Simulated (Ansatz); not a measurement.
```xyz
19

C     0.0289   -1.4735    0.3015
C     0.3538   -0.1284   -0.3647
C     1.8641    0.1670   -0.2101
C     0.0201   -0.2108   -1.8726
B    -0.4208    1.1155    0.2127
Si   -1.7633    1.0159    1.7299
H     0.6090   -2.2888   -0.1559
H    -1.0346   -1.7264    0.1988
H     0.2671   -1.4591    1.3733
H     2.1512    1.0941   -0.7213
H     2.4472   -0.6582   -0.6464
H     2.1579    0.2528    0.8451
H     0.2900    0.7127   -2.3994
H    -1.0477   -0.4036   -2.0449
H     0.5807   -1.0407   -2.3291
H    -0.1740    2.1763   -0.3030
H    -1.1147    0.4520    2.9553
H    -2.8762    0.0799    1.3759
H    -2.3805    2.3193    2.1115
```

Computed with RKS r2SCAN/6-31G* in Ansatz 0.2.0.

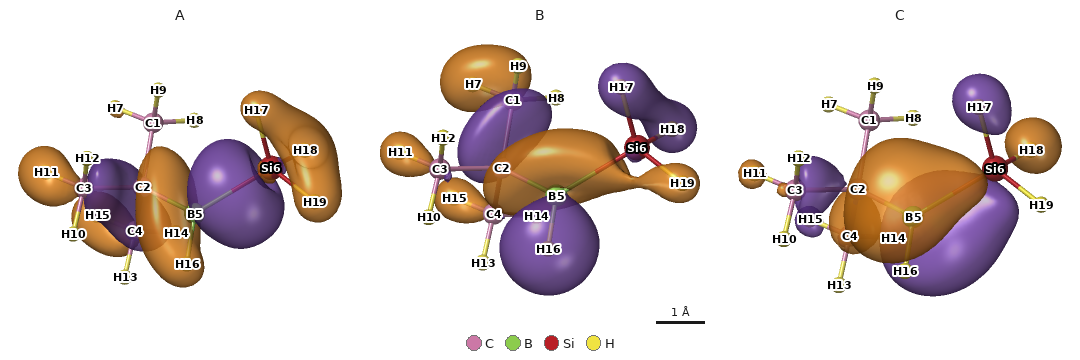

C$_{4}$H$_{13}$BSi (SMILES CC(C)(C)B[SiH3]). Three frontier orbitals at ±0.1 Å⁻³ᐟ² (orange and purple are the two phases), in no order.

Question: Which picture is the HOMO−1, the HOMO and the LUMO?

Answer: B is the HOMO−1 (−7.37 eV). Its weight (Hirshfeld) is mainly on B5 (about 25 %), C2 (about 15 %), H16 (about 15 %), C1 (about 10 %) and Si6 (about 10 %). A is the HOMO (−6.62 eV). Its weight (Hirshfeld) is mainly on B5 (about 25 %), Si6 (about 25 %) and C2 (about 15 %). C is the LUMO (−2.38 eV). It lies mainly on B5 (about 55 %), Si6 (about 15 %) and C2 (about 5 %).

Question: What is the HOMO–LUMO gap?

Answer: 4.24 eV between the orbital energies.
